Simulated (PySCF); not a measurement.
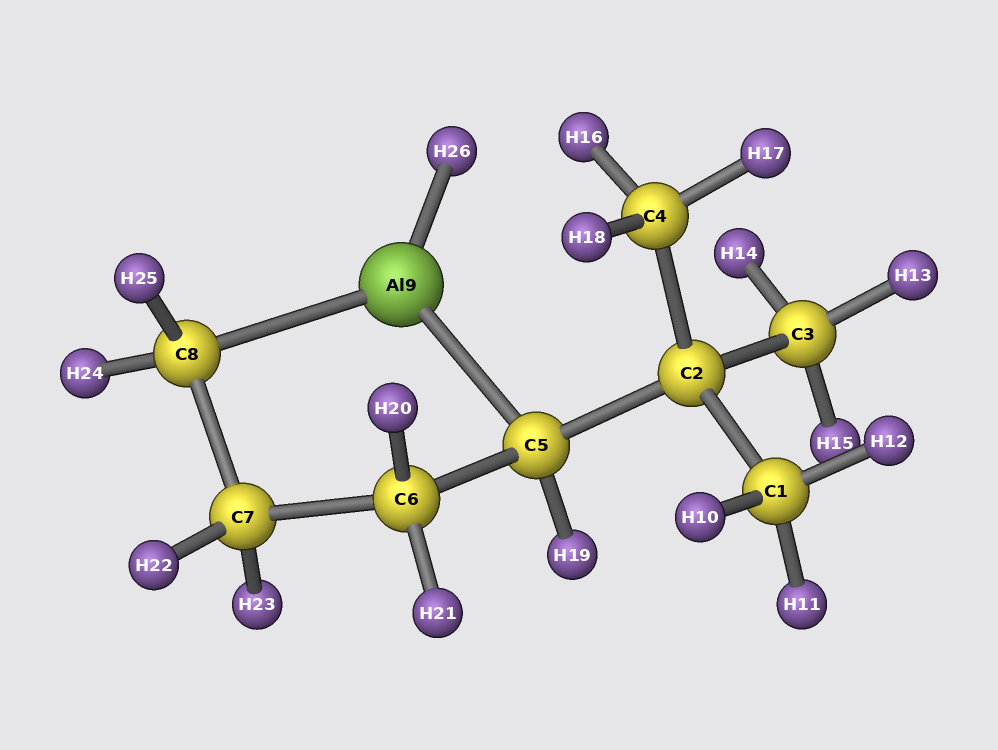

The questions are on IAO charges. The geometry was computed by an optimisation with GFN2-xTB. No frequency run is at hand to confirm it as a minimum. Level of theory: PBE0/pcSseg-1, gas phase (PySCF 2.14.0).

### Which atom carries the highest charge (most positive or least negative)?

Al9 (0.82 e).

### And the lowest?

C8 (−0.61 e).

Give the IAO charges atom by atom.

```csv
atom,value (e)
C1,−0.41
C2,0.06
C3,−0.40
C4,−0.40
C5,−0.44
C6,−0.25
C7,−0.24
C8,−0.61
Al9,0.82
H10,0.13
H11,0.13
H12,0.13
H13,0.13
H14,0.13
H15,0.13
H16,0.12
H17,0.14
H18,0.14
H19,0.12
H20,0.11
H21,0.13
H22,0.13
H23,0.12
H24,0.14
H25,0.14
H26,−0.20
```

The geometry is semi-empirical. Around Al such bond lengths and angles can be off by a tenth of an ångström or more and by several degrees, and values that hang on the shape move with them.
